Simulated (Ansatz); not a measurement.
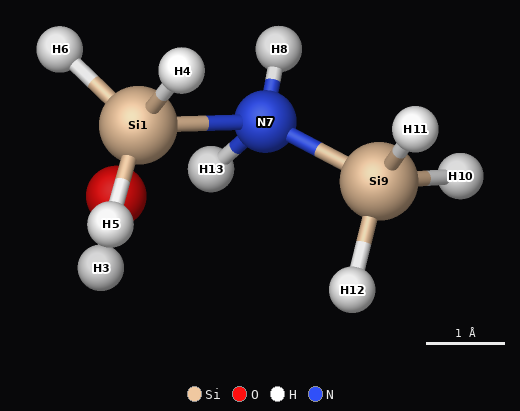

Fig. 1: The structure as given in the input (ball-and-stick view, seen at a tilt; atoms are numbered from 1 in the order of the input). Bond lengths as drawn: H–N 1.01 to 1.21 Å, H–O 0.95 Å, H–Si 1.47 to 1.51 Å and N–Si 1.77 to 1.91 Å.

**Run report: Si₂NH₉O, molecular dynamics (part 1 of 4)**

The run: molecular dynamics of Si₂NH₉O. Method and program: RHF/6-31G* (Ansatz 0.2.0).

It belongs to a series of runs on one base structure; here: dynamics from the highest image of the converged band. Figures and captions count atoms from 1; the log counts them from 0 in places.

### What the program printed
```
Engine: ansatz 0.2.0, aarch64-unknown-linux-gnu
Functional definition: HF
  exchange = exact_x
  correlation = 0
952 factors; integrals over basis functions are off by at most 6.2e-4 eV
mean field evaluation 1: about -19380.2514 eV, gradient 3.9e1 eV
mean field evaluation 2: about -19380.3436 eV, gradient 3.9e1 eV
mean field evaluation 4: about -19383.6219 eV, gradient 3.2e0 eV
mean field evaluation 8: about -19383.6620 eV, gradient 1.8e-4 eV
mean field -19383.66203549 eV, -712.3364410861 hartree, gradient 1.2e-5 eV, S^2 0.000000; 0 other end points of the search recorded, 0 dependent functions left out
the calculation of the forces begins
reference -19383.66203549 eV, -712.3364410861 hartree; 26, 26 occupied and 60, 60 virtual orbitals, 952 factors
md step     0: t =     0.00 fs  T =   100.0 K  F+E_penalty+E_count = -19383.66203549 eV  E_kin = 0.142186 eV  conserved = -19383.51984949 eV  (32 SCF iters)
these checks for a lower state are left out or cut short: starts, cluster_reference, orbital_swaps, neighbouring_geometries, increment
952 factors; integrals over basis functions are off by at most 6.3e-4 eV
mean field evaluation 16: about -19383.6588 eV, gradient 2.0e-5 eV
mean field -19383.65883330 eV, -712.3363234081 hartree, gradient 2.1e-5 eV, S^2 0.000000; 0 other end points of the search recorded, 0 dependent functions left out
the calculation of the forces begins
reference -19383.65883330 eV, -712.3363234081 hartree; 26, 26 occupied and 60, 60 virtual orbitals, 952 factors
md step     1: t =     0.50 fs  T =    97.8 K  F+E_penalty+E_count = -19383.65883330 eV  E_kin = 0.139050 eV  conserved = -19383.51978358 eV  (25 SCF iters)
[... from here on the SCF iterations and repeated set-up lines of each step are left out, up to the last step ...]
md step     2: t =     1.00 fs  T =    91.8 K  F+E_penalty+E_count = -19383.65010185 eV  E_kin = 0.130489 eV  conserved = -19383.51961241 eV  (25 SCF iters)
md step     3: t =     1.50 fs  T =    83.7 K  F+E_penalty+E_count = -19383.63847603 eV  E_kin = 0.119056 eV  conserved = -19383.51941992 eV  (25 SCF iters)
md step     4: t =     2.00 fs  T =    75.7 K  F+E_penalty+E_count = -19383.62691321 eV  E_kin = 0.107611 eV  conserved = -19383.51930201 eV  (25 SCF iters)
md step     5: t =     2.50 fs  T =    68.9 K  F+E_penalty+E_count = -19383.61724523 eV  E_kin = 0.097945 eV  conserved = -19383.51929978 eV  (25 SCF iters)
md step     6: t =     3.00 fs  T =    63.4 K  F+E_penalty+E_count = -19383.60955695 eV  E_kin = 0.090184 eV  conserved = -19383.51937253 eV  (25 SCF iters)
md step     7: t =     3.50 fs  T =    58.6 K  F+E_penalty+E_count = -19383.60277649 eV  E_kin = 0.083337 eV  conserved = -19383.51943927 eV  (26 SCF iters)
md step     8: t =     4.00 fs  T =    53.8 K  F+E_penalty+E_count = -19383.59589164 eV  E_kin = 0.076449 eV  conserved = -19383.51944218 eV  (26 SCF iters)
md step     9: t =     4.50 fs  T =    48.9 K  F+E_penalty+E_count = -19383.58883916 eV  E_kin = 0.069459 eV  conserved = -19383.51938038 eV  (26 SCF iters)
md step    10: t =     5.00 fs  T =    44.5 K  F+E_penalty+E_count = -19383.58254755 eV  E_kin = 0.063251 eV  conserved = -19383.51929696 eV  (26 SCF iters)
md step    11: t =     5.50 fs  T =    41.5 K  F+E_penalty+E_count = -19383.57829328 eV  E_kin = 0.059048 eV  conserved = -19383.51924564 eV  (25 SCF iters)
md step    12: t =     6.00 fs  T =    40.5 K  F+E_penalty+E_count = -19383.57686925 eV  E_kin = 0.057607 eV  conserved = -19383.51926199 eV  (25 SCF iters)
md step    13: t =     6.50 fs  T =    41.3 K  F+E_penalty+E_count = -19383.57802058 eV  E_kin = 0.058671 eV  conserved = -19383.51934918 eV  (26 SCF iters)
md step    14: t =     7.00 fs  T =    42.8 K  F+E_penalty+E_count = -19383.58039403 eV  E_kin = 0.060919 eV  conserved = -19383.51947533 eV  (26 SCF iters)
md step    15: t =     7.50 fs  T =    43.9 K  F+E_penalty+E_count = -19383.58204636 eV  E_kin = 0.062465 eV  conserved = -19383.51958169 eV  (25 SCF iters)
md step    16: t =     8.00 fs  T =    43.4 K  F+E_penalty+E_count = -19383.58137315 eV  E_kin = 0.061770 eV  conserved = -19383.51960303 eV  (27 SCF iters)
md step    17: t =     8.50 fs  T =    41.2 K  F+E_penalty+E_count = -19383.57811629 eV  E_kin = 0.058615 eV  conserved = -19383.51950129 eV  (25 SCF iters)
md step    18: t =     9.00 fs  T =    38.4 K  F+E_penalty+E_count = -19383.57392637 eV  E_kin = 0.054629 eV  conserved = -19383.51929705 eV  (25 SCF iters)
md step    19: t =     9.50 fs  T =    37.2 K  F+E_penalty+E_count = -19383.57200597 eV  E_kin = 0.052932 eV  conserved = -19383.51907405 eV  (26 SCF iters)
md step    20: t =    10.00 fs  T =    40.0 K  F+E_penalty+E_count = -19383.57582012 eV  E_kin = 0.056888 eV  conserved = -19383.51893190 eV  (26 SCF iters)
md step    21: t =    10.50 fs  T =    48.3 K  F+E_penalty+E_count = -19383.58759372 eV  E_kin = 0.068678 eV  conserved = -19383.51891548 eV  (26 SCF iters)
md step    22: t =    11.00 fs  T =    62.4 K  F+E_penalty+E_count = -19383.60763861 eV  E_kin = 0.088656 eV  conserved = -19383.51898297 eV  (32 SCF iters)
md step    23: t =    11.50 fs  T =    81.5 K  F+E_penalty+E_count = -19383.63498280 eV  E_kin = 0.115939 eV  conserved = -19383.51904360 eV  (33 SCF iters)
md step    24: t =    12.00 fs  T =   105.3 K  F+E_penalty+E_count = -19383.66875126 eV  E_kin = 0.149720 eV  conserved = -19383.51903090 eV  (34 SCF iters)
md step    25: t =    12.50 fs  T =   133.8 K  F+E_penalty+E_count = -19383.70922125 eV  E_kin = 0.190268 eV  conserved = -19383.51895308 eV  (33 SCF iters)
md step    26: t =    13.00 fs  T =   168.0 K  F+E_penalty+E_count = -19383.75777651 eV  E_kin = 0.238873 eV  conserved = -19383.51890373 eV  (33 SCF iters)
md step    27: t =    13.50 fs  T =   208.5 K  F+E_penalty+E_count = -19383.81557685 eV  E_kin = 0.296525 eV  conserved = -19383.51905213 eV  (33 SCF iters)
md step    28: t =    14.00 fs  T =   254.3 K  F+E_penalty+E_count = -19383.88113841 eV  E_kin = 0.361526 eV  conserved = -19383.51961270 eV  (33 SCF iters)
md step    29: t =    14.50 fs  T =   300.1 K  F+E_penalty+E_count = -19383.94738241 eV  E_kin = 0.426635 eV  conserved = -19383.52074780 eV  (32 SCF iters)
md step    30: t =    15.00 fs  T =   335.8 K  F+E_penalty+E_count = -19383.99975399 eV  E_kin = 0.477438 eV  conserved = -19383.52231585 eV  (32 SCF iters)
md step    31: t =    15.50 fs  T =   348.6 K  F+E_penalty+E_count = -19384.01915811 eV  E_kin = 0.495665 eV  conserved = -19383.52349294 eV  (32 SCF iters)
md step    32: t =    16.00 fs  T =   331.8 K  F+E_penalty+E_count = -19383.99459101 eV  E_kin = 0.471780 eV  conserved = -19383.52281103 eV  (32 SCF iters)
md step    33: t =    16.50 fs  T =   297.8 K  F+E_penalty+E_count = -19383.94309304 eV  E_kin = 0.423430 eV  conserved = -19383.51966329 eV  (32 SCF iters)
md step    34: t =    17.00 fs  T =   280.0 K  F+E_penalty+E_count = -19383.91461040 eV  E_kin = 0.398127 eV  conserved = -19383.51648363 eV  (33 SCF iters)
md step    35: t =    17.50 fs  T =   308.3 K  F+E_penalty+E_count = -19383.95536950 eV  E_kin = 0.438401 eV  conserved = -19383.51696835 eV  (33 SCF iters)
md step    36: t =    18.00 fs  T =   377.9 K  F+E_penalty+E_count = -19384.05803736 eV  E_kin = 0.537281 eV  conserved = -19383.52075662 eV  (33 SCF iters)
md step    37: t =    18.50 fs  T =   452.2 K  F+E_penalty+E_count = -19384.16693093 eV  E_kin = 0.642920 eV  conserved = -19383.52401092 eV  (33 SCF iters)
md step    38: t =    19.00 fs  T =   496.7 K  F+E_penalty+E_count = -19384.23096208 eV  E_kin = 0.706300 eV  conserved = -19383.52466218 eV  (32 SCF iters)
md step    39: t =    19.50 fs  T =   501.1 K  F+E_penalty+E_count = -19384.23592790 eV  E_kin = 0.712541 eV  conserved = -19383.52338695 eV  (33 SCF iters)
md step    40: t =    20.00 fs  T =   475.8 K  F+E_penalty+E_count = -19384.19797516 eV  E_kin = 0.676492 eV  conserved = -19383.52148342 eV  (33 SCF iters)
md step    41: t =    20.50 fs  T =   439.8 K  F+E_penalty+E_count = -19384.14504744 eV  E_kin = 0.625315 eV  conserved = -19383.51973236 eV  (33 SCF iters)
md step    42: t =    21.00 fs  T =   412.0 K  F+E_penalty+E_count = -19384.10422283 eV  E_kin = 0.585779 eV  conserved = -19383.51844348 eV  (33 SCF iters)
md step    43: t =    21.50 fs  T =   406.7 K  F+E_penalty+E_count = -19384.09594570 eV  E_kin = 0.578202 eV  conserved = -19383.51774418 eV  (33 SCF iters)
md step    44: t =    22.00 fs  T =   431.6 K  F+E_penalty+E_count = -19384.13136841 eV  E_kin = 0.613614 eV  conserved = -19383.51775444 eV  (33 SCF iters)
md step    45: t =    22.50 fs  T =   486.4 K  F+E_penalty+E_count = -19384.21020709 eV  E_kin = 0.691568 eV  conserved = -19383.51863944 eV  (33 SCF iters)
md step    46: t =    23.00 fs  T =   561.1 K  F+E_penalty+E_count = -19384.31834922 eV  E_kin = 0.797803 eV  conserved = -19383.52054640 eV  (33 SCF iters)
md step    47: t =    23.50 fs  T =   635.1 K  F+E_penalty+E_count = -19384.42637999 eV  E_kin = 0.903042 eV  conserved = -19383.52333849 eV  (32 SCF iters)
md step    48: t =    24.00 fs  T =   680.3 K  F+E_penalty+E_count = -19384.49332320 eV  E_kin = 0.967295 eV  conserved = -19383.52602866 eV  (32 SCF iters)
md step    49: t =    24.50 fs  T =   673.3 K  F+E_penalty+E_count = -19384.48364719 eV  E_kin = 0.957316 eV  conserved = -19383.52633093 eV  (32 SCF iters)
md step    50: t =    25.00 fs  T =   618.3 K  F+E_penalty+E_count = -19384.40130312 eV  E_kin = 0.879156 eV  conserved = -19383.52214702 eV  (32 SCF iters)
md step    51: t =    25.50 fs  T =   561.8 K  F+E_penalty+E_count = -19384.31476238 eV  E_kin = 0.798761 eV  conserved = -19383.51600091 eV  (32 SCF iters)
md step    52: t =    26.00 fs  T =   562.3 K  F+E_penalty+E_count = -19384.31439169 eV  E_kin = 0.799447 eV  conserved = -19383.51494492 eV  (32 SCF iters)
md step    53: t =    26.50 fs  T =   629.5 K  F+E_penalty+E_count = -19384.41531915 eV  E_kin = 0.895058 eV  conserved = -19383.52026102 eV  (33 SCF iters)
md step    54: t =    27.00 fs  T =   713.9 K  F+E_penalty+E_count = -19384.54040756 eV  E_kin = 1.015065 eV  conserved = -19383.52534265 eV  (32 SCF iters)
md step    55: t =    27.50 fs  T =   762.0 K  F+E_penalty+E_count = -19384.60958942 eV  E_kin = 1.083407 eV  conserved = -19383.52618240 eV  (32 SCF iters)
md step    56: t =    28.00 fs  T =   758.1 K  F+E_penalty+E_count = -19384.60194816 eV  E_kin = 1.077859 eV  conserved = -19383.52408886 eV  (32 SCF iters)
md step    57: t =    28.50 fs  T =   718.8 K  F+E_penalty+E_count = -19384.54343109 eV  E_kin = 1.022070 eV  conserved = -19383.52136074 eV  (32 SCF iters)
md step    58: t =    29.00 fs  T =   671.4 K  F+E_penalty+E_count = -19384.47377856 eV  E_kin = 0.954619 eV  conserved = -19383.51915943 eV  (33 SCF iters)
md step    59: t =    29.50 fs  T =   639.5 K  F+E_penalty+E_count = -19384.42701557 eV  E_kin = 0.909224 eV  conserved = -19383.51779142 eV  (33 SCF iters)
md step    60: t =    30.00 fs  T =   638.3 K  F+E_penalty+E_count = -19384.42489409 eV  E_kin = 0.907589 eV  conserved = -19383.51730546 eV  (33 SCF iters)
md step    61: t =    30.50 fs  T =   673.3 K  F+E_penalty+E_count = -19384.47513538 eV  E_kin = 0.957362 eV  conserved = -19383.51777381 eV  (32 SCF iters)
md step    62: t =    31.00 fs  T =   739.0 K  F+E_penalty+E_count = -19384.57007578 eV  E_kin = 1.050758 eV  conserved = -19383.51931816 eV  (32 SCF iters)
md step    63: t =    31.50 fs  T =   818.2 K  F+E_penalty+E_count = -19384.68529118 eV  E_kin = 1.163370 eV  conserved = -19383.52192092 eV  (32 SCF iters)
md step    64: t =    32.00 fs  T =   883.6 K  F+E_penalty+E_count = -19384.78124564 eV  E_kin = 1.256291 eV  conserved = -19383.52495511 eV  (31 SCF iters)
md step    65: t =    32.50 fs  T =   906.1 K  F+E_penalty+E_count = -19384.81494277 eV  E_kin = 1.288345 eV  conserved = -19383.52659827 eV  (32 SCF iters)
md step    66: t =    33.00 fs  T =   875.0 K  F+E_penalty+E_count = -19384.76846091 eV  E_kin = 1.244080 eV  conserved = -19383.52438139 eV  (34 SCF iters)
md step    67: t =    33.50 fs  T =   818.2 K  F+E_penalty+E_count = -19384.68208609 eV  E_kin = 1.163415 eV  conserved = -19383.51867083 eV  (32 SCF iters)
md step    68: t =    34.00 fs  T =   792.6 K  F+E_penalty+E_count = -19384.64220802 eV  E_kin = 1.126960 eV  conserved = -19383.51524780 eV  (33 SCF iters)
md step    69: t =    34.50 fs  T =   830.0 K  F+E_penalty+E_count = -19384.69846778 eV  E_kin = 1.180177 eV  conserved = -19383.51829089 eV  (32 SCF iters)
md step    70: t =    35.00 fs  T =   903.1 K  F+E_penalty+E_count = -19384.80762559 eV  E_kin = 1.284029 eV  conserved = -19383.52359616 eV  (32 SCF iters)
md step    71: t =    35.50 fs  T =   958.7 K  F+E_penalty+E_count = -19384.88903671 eV  E_kin = 1.363171 eV  conserved = -19383.52586596 eV  (32 SCF iters)
md step    72: t =    36.00 fs  T =   968.1 K  F+E_penalty+E_count = -19384.90128285 eV  E_kin = 1.376444 eV  conserved = -19383.52483849 eV  (32 SCF iters)
md step    73: t =    36.50 fs  T =   935.7 K  F+E_penalty+E_count = -19384.85296621 eV  E_kin = 1.330458 eV  conserved = -19383.52250857 eV  (31 SCF iters)
md step    74: t =    37.00 fs  T =   883.4 K  F+E_penalty+E_count = -19384.77626224 eV  E_kin = 1.256023 eV  conserved = -19383.52023881 eV  (31 SCF iters)
md step    75: t =    37.50 fs  T =   834.7 K  F+E_penalty+E_count = -19384.70531703 eV  E_kin = 1.186780 eV  conserved = -19383.51853686 eV  (31 SCF iters)
md step    76: t =    38.00 fs  T =   808.2 K  F+E_penalty+E_count = -19384.66669927 eV  E_kin = 1.149127 eV  conserved = -19383.51757222 eV  (33 SCF iters)
md step    77: t =    38.50 fs  T =   814.5 K  F+E_penalty+E_count = -19384.67561791 eV  E_kin = 1.158146 eV  conserved = -19383.51747192 eV  (25 SCF iters)
md step    78: t =    39.00 fs  T =   854.6 K  F+E_penalty+E_count = -19384.73345412 eV  E_kin = 1.215064 eV  conserved = -19383.51839018 eV  (33 SCF iters)
md step    79: t =    39.50 fs  T =   917.9 K  F+E_penalty+E_count = -19384.82549644 eV  E_kin = 1.305072 eV  conserved = -19383.52042492 eV  (31 SCF iters)
md step    80: t =    40.00 fs  T =   982.5 K  F+E_penalty+E_count = -19384.92031171 eV  E_kin = 1.396987 eV  conserved = -19383.52332426 eV  (30 SCF iters)
md step    81: t =    40.50 fs  T =  1019.4 K  F+E_penalty+E_count = -19384.97540325 eV  E_kin = 1.449474 eV  conserved = -19383.52592893 eV  (31 SCF iters)
md step    82: t =    41.00 fs  T =  1006.3 K  F+E_penalty+E_count = -19384.95676633 eV  E_kin = 1.430848 eV  conserved = -19383.52591844 eV  (31 SCF iters)
md step    83: t =    41.50 fs  T =   950.3 K  F+E_penalty+E_count = -19384.87289224 eV  E_kin = 1.351221 eV  conserved = -19383.52167124 eV  (31 SCF iters)
md step    84: t =    42.00 fs  T =   897.6 K  F+E_penalty+E_count = -19384.79260718 eV  E_kin = 1.276297 eV  conserved = -19383.51630985 eV  (31 SCF iters)
md step    85: t =    42.50 fs  T =   899.5 K  F+E_penalty+E_count = -19384.79507187 eV  E_kin = 1.278956 eV  conserved = -19383.51611623 eV  (33 SCF iters)
md step    86: t =    43.00 fs  T =   958.2 K  F+E_penalty+E_count = -19384.88344933 eV  E_kin = 1.362372 eV  conserved = -19383.52107776 eV  (33 SCF iters)
md step    87: t =    43.50 fs  T =  1026.5 K  F+E_penalty+E_count = -19384.98469696 eV  E_kin = 1.459528 eV  conserved = -19383.52516919 eV  (32 SCF iters)
md step    88: t =    44.00 fs  T =  1059.7 K  F+E_penalty+E_count = -19385.03226337 eV  E_kin = 1.506706 eV  conserved = -19383.52555748 eV  (33 SCF iters)
md step    89: t =    44.50 fs  T =  1046.9 K  F+E_penalty+E_count = -19385.01221061 eV  E_kin = 1.488571 eV  conserved = -19383.52363968 eV  (31 SCF iters)
md step    90: t =    45.00 fs  T =  1003.7 K  F+E_penalty+E_count = -19384.94842214 eV  E_kin = 1.427181 eV  conserved = -19383.52124106 eV  (31 SCF iters)
md step    91: t =    45.50 fs  T =   954.1 K  F+E_penalty+E_count = -19384.87577901 eV  E_kin = 1.356552 eV  conserved = -19383.51922696 eV  (31 SCF iters)
md step    92: t =    46.00 fs  T =   919.4 K  F+E_penalty+E_count = -19384.82520893 eV  E_kin = 1.307317 eV  conserved = -19383.51789197 eV  (31 SCF iters)
md step    93: t =    46.50 fs  T =   914.5 K  F+E_penalty+E_count = -19384.81763589 eV  E_kin = 1.300242 eV  conserved = -19383.51739430 eV  (32 SCF iters)
md step    94: t =    47.00 fs  T =   944.4 K  F+E_penalty+E_count = -19384.86075036 eV  E_kin = 1.342849 eV  conserved = -19383.51790092 eV  (32 SCF iters)
md step    95: t =    47.50 fs  T =  1003.4 K  F+E_penalty+E_count = -19384.94627222 eV  E_kin = 1.426717 eV  conserved = -19383.51955560 eV  (31 SCF iters)
md step    96: t =    48.00 fs  T =  1073.3 K  F+E_penalty+E_count = -19385.04832827 eV  E_kin = 1.526078 eV  conserved = -19383.52224993 eV  (31 SCF iters)
md step    97: t =    48.50 fs  T =  1126.3 K  F+E_penalty+E_count = -19385.12661354 eV  E_kin = 1.601482 eV  conserved = -19383.52513172 eV  (32 SCF iters)
md step    98: t =    49.00 fs  T =  1136.0 K  F+E_penalty+E_count = -19385.14137548 eV  E_kin = 1.615197 eV  conserved = -19383.52617851 eV  (32 SCF iters)
md step    99: t =    49.50 fs  T =  1097.7 K  F+E_penalty+E_count = -19385.08413336 eV  E_kin = 1.560820 eV  conserved = -19383.52331328 eV  (32 SCF iters)
md step   100: t =    50.00 fs  T =  1045.1 K  F+E_penalty+E_count = -19385.00400030 eV  E_kin = 1.485958 eV  conserved = -19383.51804272 eV  (32 SCF iters)
md step   101: t =    50.50 fs  T =  1029.8 K  F+E_penalty+E_count = -19384.98025960 eV  E_kin = 1.464175 eV  conserved = -19383.51608489 eV  (33 SCF iters)
md step   102: t =    51.00 fs  T =  1070.8 K  F+E_penalty+E_count = -19385.04205283 eV  E_kin = 1.522527 eV  conserved = -19383.51952536 eV  (33 SCF iters)
md step   103: t =    51.50 fs  T =  1136.6 K  F+E_penalty+E_count = -19385.13976325 eV  E_kin = 1.616018 eV  conserved = -19383.52374504 eV  (32 SCF iters)
md step   104: t =    52.00 fs  T =  1182.8 K  F+E_penalty+E_count = -19385.20691280 eV  E_kin = 1.681740 eV  conserved = -19383.52517321 eV  (32 SCF iters)
md step   105: t =    52.50 fs  T =  1188.8 K  F+E_penalty+E_count = -19385.21456674 eV  E_kin = 1.690305 eV  conserved = -19383.52426189 eV  (32 SCF iters)
md step   106: t =    53.00 fs  T =  1159.2 K  F+E_penalty+E_count = -19385.17071521 eV  E_kin = 1.648280 eV  conserved = -19383.52243567 eV  (32 SCF iters)
md step   107: t =    53.50 fs  T =  1111.2 K  F+E_penalty+E_count = -19385.10053054 eV  E_kin = 1.580017 eV  conserved = -19383.52051364 eV  (32 SCF iters)
md step   108: t =    54.00 fs  T =  1064.7 K  F+E_penalty+E_count = -19385.03272912 eV  E_kin = 1.513809 eV  conserved = -19383.51891977 eV  (31 SCF iters)
md step   109: t =    54.50 fs  T =  1036.6 K  F+E_penalty+E_count = -19384.99184187 eV  E_kin = 1.473883 eV  conserved = -19383.51795930 eV  (33 SCF iters)
md step   110: t =    55.00 fs  T =  1037.3 K  F+E_penalty+E_count = -19384.99273124 eV  E_kin = 1.474852 eV  conserved = -19383.51787910 eV  (31 SCF iters)
md step   111: t =    55.50 fs  T =  1067.3 K  F+E_penalty+E_count = -19385.03638183 eV  E_kin = 1.517520 eV  conserved = -19383.51886194 eV  (31 SCF iters)
md step   112: t =    56.00 fs  T =  1115.6 K  F+E_penalty+E_count = -19385.10720553 eV  E_kin = 1.586269 eV  conserved = -19383.52093616 eV  (32 SCF iters)
md step   113: t =    56.50 fs  T =  1160.3 K  F+E_penalty+E_count = -19385.17351394 eV  E_kin = 1.649836 eV  conserved = -19383.52367835 eV  (32 SCF iters)
md step   114: t =    57.00 fs  T =  1174.5 K  F+E_penalty+E_count = -19385.19570167 eV  E_kin = 1.669958 eV  conserved = -19383.52574392 eV  (32 SCF iters)
md step   115: t =    57.50 fs  T =  1141.5 K  F+E_penalty+E_count = -19385.14802947 eV  E_kin = 1.623042 eV  conserved = -19383.52498751 eV  (32 SCF iters)
```
